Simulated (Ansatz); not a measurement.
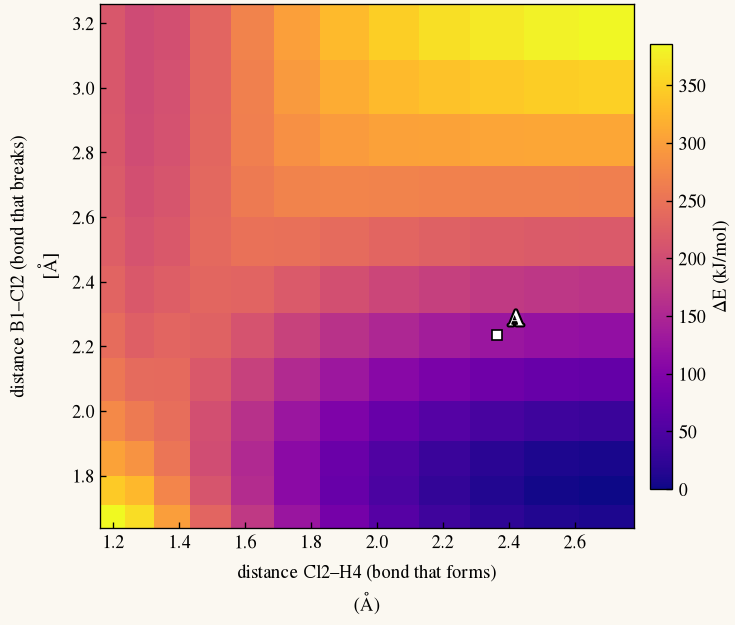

The reacting system BClFHO (fragments BClFHO where the first distance is long, BFO + ClH where the second is long). 
- Coordinates scanned: (1) distance Cl2–H4 (bond that forms); (2) distance B1–Cl2 (bond that breaks).
- Relaxed at each point: all other coordinates.
- The grid has 12 × 12 points.
- Points are written as (first, second).
- All energies are given in kJ/mol relative to the lowest grid point.
- Energies and slopes of some neighbouring points disagree (a jump in structure or state, or too coarse a mesh). The reference is spin-restricted, so regions where a bond is pulled apart into radicals lie too high.
- These are results of RKS PBE0-D4/def2-SVP in Ansatz 0.2.0, not measurements.

The picture shows one coloured cell a grid point, the point A.

### Which way does the force act at A, and how strong is it?

A, at (2.364 Å, 2.234 Å), is not a stationary point. The computed force is 47 kJ/mol for each Å towards larger values of the first coordinate and 340 kJ/mol for each Å towards smaller values of the second coordinate.
